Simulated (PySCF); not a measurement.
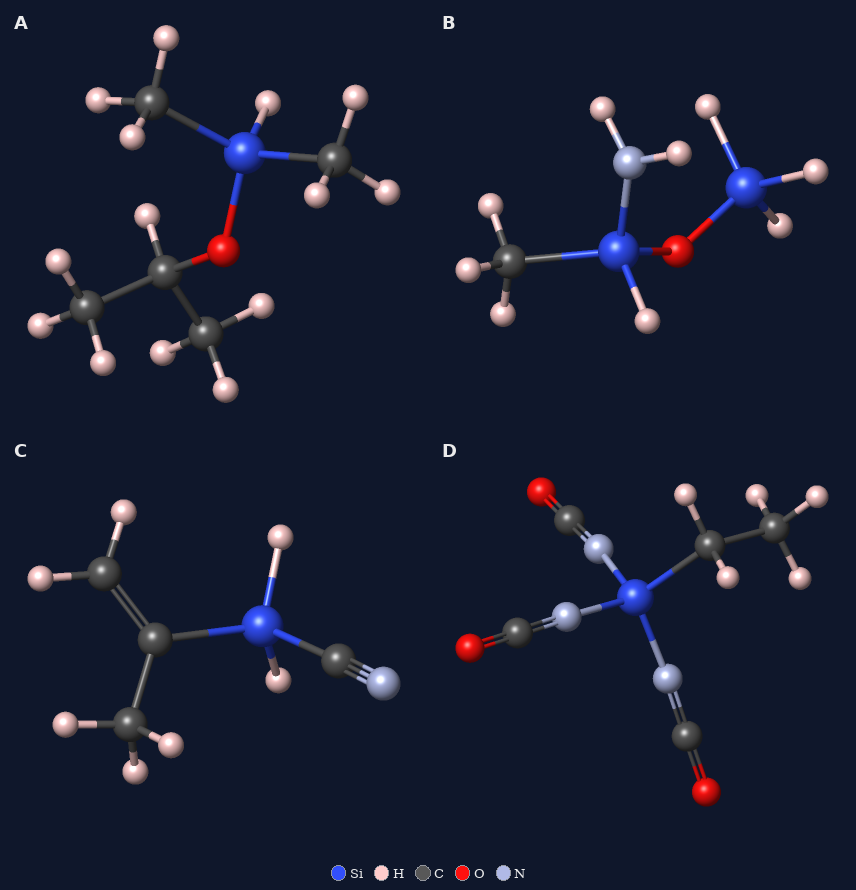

Source: calculation with PySCF.

```xyz
17
charge 0, multiplicity 1
Si   -0.1765   -0.2525   -0.4050
C    -0.2310   -0.3399    1.4423
C     0.5017    0.8036    2.1397
H     0.1908   -1.3175    1.7340
H    -1.2943   -0.3687    1.7373
H     0.4350    0.7139    3.2341
H     1.5698    0.8181    1.8733
H     0.0792    1.7816    1.8619
N     1.4422   -0.2508   -0.9614
C     2.5523   -0.2473   -1.4110
O     3.6370   -0.2456   -1.8377
N    -0.9268    1.1775   -0.9711
C    -1.4103    2.1487   -1.4793
O    -1.8877    3.0972   -1.9593
N    -0.9778   -1.5870   -1.1097
C    -1.5066   -2.5138   -1.6538
O    -2.0254   -3.4183   -2.1739
```

Which picture belongs to the input above?

Answer. D. The file holds C5H5N3O3Si, `CC[Si](N=C=O)(N=C=O)N=C=O`.
